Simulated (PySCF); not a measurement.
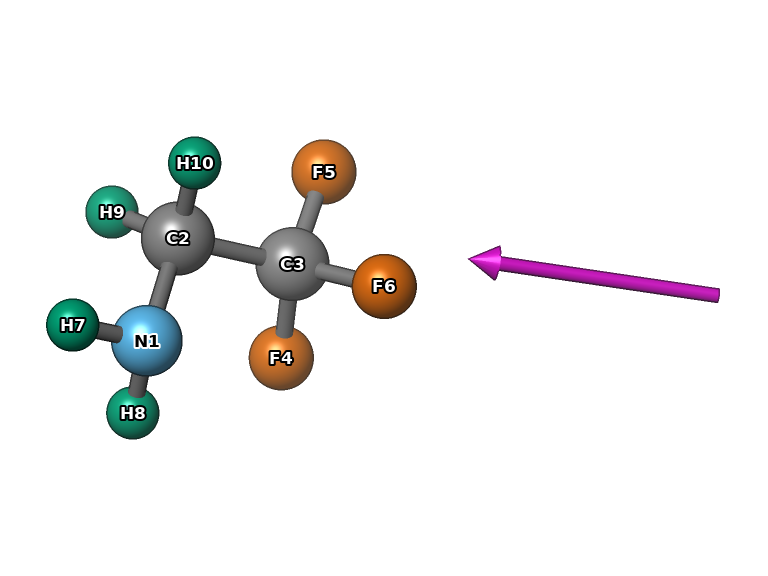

The arrow beside the molecule shows the direction of the dipole moment, from the negative to the positive end (its length means nothing). Geometry: an end point of a reaction path computed with GFN2-xTB. Properties computed with PBE0/pcSseg-1, gas phase (PySCF 2.14.0).

Q: How large is the dipole moment?

A: 3.08 D; it points from the side of F6 to the side of H7 (the outermost atoms at the two ends).
